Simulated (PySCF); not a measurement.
# BH2 (SMILES [BH2]) at 4 levels

Wanted: a comparison of 4 runs (UB2PLYP/cc-pVDZ, UB3LYP/cc-pVDZ, UPBE/cc-pVDZ, NEVPT2(3,3)/cc-pVDZ) of BH2. 

The calculation is run with PySCF 2.14.0.

4 further runs of the same task are left out: 4 set aside as unsound or not needed.

## (1) The structure to begin with

BH2: 3 atoms, total charge 0, spin state doublet. SMILES: `[BH2]`. The B1–H2 distance was set to 2.087 Å, away from the relaxed value. At this shape a bond of the SMILES string is far longer than usual.

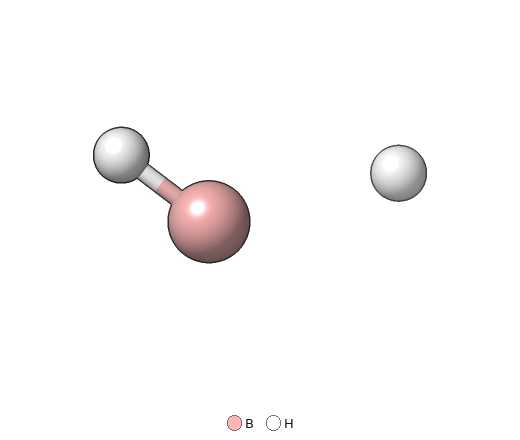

Viewed from a chosen angle; boron pink, hydrogen white.

## (2) A single-point energy at UB2PLYP/cc-pVDZ (run 1)

The input, job.py:

```python
from pyscf import gto, dft, mp

mol = gto.M(
    atom='''
B    0.249095  -1.087507   0.022764
H    0.280020   0.985320   0.260980
H   -0.556605  -1.740367  -0.495506
''',
    verbose=3,
    max_memory=1860,
    spin=1,
    basis='cc-pvdz',
)

calc0 = dft.UKS(mol, xc='0.53*HF + 0.47*B88, 0.73*LYP')
calc0.grids.level = 5
calc0.conv_tol = 1e-10
calc0.kernel()
if not calc0.converged:
    calc0 = calc0.newton().run(calc0.mo_coeff, calc0.mo_occ)

pt = mp.MP2(calc0, frozen=1).run()
e_tot = calc0.e_tot + 0.27 * pt.e_corr
print('PT2 part  %.8f' % (0.27 * pt.e_corr))
print(f'total energy: {e_tot:.8f} hartree')
```

Run with:

```
OMP_NUM_THREADS=1 python job.py
```

The program printed:

```text
WARN: HOMO -0.133925460622504 >= LUMO -0.133925460622505

converged SCF energy = -25.7646999280339  <S^2> = 0.88860842  2S+1 = 2.1341119
E(UMP2) = -25.8457055292759  E_corr = -0.0810056012419691
E(SCS-UMP2) = -25.855677676847  E_corr = -0.0909777488130504
PT2 part  -0.02187151
total energy: -25.78657144 hartree
```

Run time: 3.3 s. Hardware: 1 thread of Arm Neoverse V1, shared host; peak memory 0.19 GiB.

## (3) A single-point energy at UB3LYP/cc-pVDZ (run 2)

The input, geometry.xyz:

```xyz
3
BH2
B      0.249095    -1.087507     0.022764
H      0.280020     0.985320     0.260980
H     -0.556605    -1.740367    -0.495506
```

The input, calc.py:

```python
from pyscf import gto, dft

molecule = gto.M(
    atom='geometry.xyz',
    spin=1,
    max_memory=1860,
    verbose=3,
    basis='cc-pvdz',
)

calc0 = dft.UKS(molecule, xc='b3lyp')
calc0.conv_tol = 1e-10
calc0.grids.level = 5
calc0.kernel()
if not calc0.converged:
    calc0 = calc0.newton().run(calc0.mo_coeff, calc0.mo_occ)

etot = calc0.e_tot
print('Final energy', etot)
```

Run with:

```
OMP_NUM_THREADS=1 python calc.py
```

The program printed:

```text
WARN: HOMO -0.161645214303533 >= LUMO -0.161645214303532

converged SCF energy = -25.833727783279  <S^2> = 0.79238091  2S+1 = 2.0419411
Final energy -25.833727783278988
```

It took 2.9 s on 1 thread of Arm Neoverse V1, shared host; peak memory 0.19 GiB.

Run 3 isn't shown in full; the table further down has it.

## (4) A single-point energy at NEVPT2(3,3)/cc-pVDZ (run 4)

The input, job.py:

```python
import numpy
from pyscf import gto, scf, mp, mcscf, mrpt

system = gto.Mole()
system.atom = [
    ('B', (0.249095, -1.087507, 0.022764)),
    ('H', (0.280020, 0.985320, 0.260980)),
    ('H', (-0.556605, -1.740367, -0.495506)),
]
system.basis = 'cc-pvdz'
system.max_memory = 1860
system.spin = 1
system.verbose = 3
system.build()

mf = scf.ROHF(system)
mf.conv_tol = 1e-10
mf.kernel()
if not mf.converged:
    mf = mf.newton().run(mf.mo_coeff, mf.mo_occ)

pt = mp.MP2(scf.addons.convert_to_uhf(mf)).run()
noons, natorbs = mcscf.addons.make_natural_orbitals(pt)
print('natural occupations', numpy.round(noons[:40], 4))
cas = mcscf.CASSCF(mf, 3, 3)
cas.fix_spin_(ss=0.75)
cas.natorb = True
cas.kernel(natorbs)
e_pt2 = mrpt.NEVPT(cas).kernel()
e_tot = cas.e_tot + e_pt2
print('E = %.10f Eh' % e_tot)
```

Run with:

```
OMP_NUM_THREADS=1 python job.py
```

The program printed:

```text
converged SCF energy = -25.6330079516532
E(UMP2) = -25.7060200745795  E_corr = -0.0730121229262829
E(SCS-UMP2) = -25.7145678994723  E_corr = -0.0815599478191
natural occupations [1.9999e+00 1.9765e+00 1.9539e+00 9.9500e-01 3.3300e-02 8.7000e-03
 7.8000e-03 4.3000e-03 3.8000e-03 3.7000e-03 3.2000e-03 2.7000e-03
 1.5000e-03 1.4000e-03 1.1000e-03 7.0000e-04 6.0000e-04 5.0000e-04
 4.0000e-04 4.0000e-04 4.0000e-04 2.0000e-04 1.0000e-04 1.0000e-04]
CASSCF energy = -25.6740195016396
CASCI E = -25.6740195016396  E(CI) = -2.27591999287060  S^2 = 0.7500000
Sr    (-1)',   E = -0.00341028268652
Si    (+1)',   E = -0.00028967469212
Sijrs (0)  ,   E = -0.01951782382691
Sijr  (+1) ,   E = -0.00208387585037
Srsi  (-1) ,   E = -0.01041115977298
Srs   (-2) ,   E = -0.00832287093064
Sij   (+2) ,   E = -0.00029690097230
Sir   (0)' ,   E = -0.00449070122401
Nevpt2 Energy = -0.048823289955855
E = -25.7228427916 Eh
```

It took 1.1 s on 1 thread of Arm Neoverse V1, shared host; peak memory 0.12 GiB.

## (5) All runs side by side

```csv
run,level,frozen core orbitals,integration grid,energy (Eh),dipole moment (D) of the reference,HOMO energy (eV),LUMO energy (eV),wall time
1,UB2PLYP/cc-pVDZ,1,5,-25.786571,1.53,-7.83,-1.01,3.3 s
2,UB3LYP/cc-pVDZ,–,5,-25.833728,1.48,-6.39,-2.80,2.9 s
3,UPBE/cc-pVDZ,–,5,-25.775559,1.37,-5.42,-3.78,2.6 s
4,"NEVPT2(3,3)/cc-pVDZ",–,–,-25.722843,1.83,–,–,1.1 s
```

## (6) Outcome

| quantity | value |
| --- | --- |
| run 4: total energy | -25.72284 Eh |
| run 4: dipole moment (Hartree–Fock density) | 1.83 D |

In words: Over runs 1, 2, 3 the dipole moment (its size) runs from 1.37 D (UPBE/cc-pVDZ) to 1.53 D (UB2PLYP/cc-pVDZ). A double hybrid's value is that of its SCF part. Totals of different functionals can't be ranked against each other. Spin contamination of the reference: run 1 ⟨S²⟩ = 0.89. All runs together took 10 s, the longest 3.3 s.
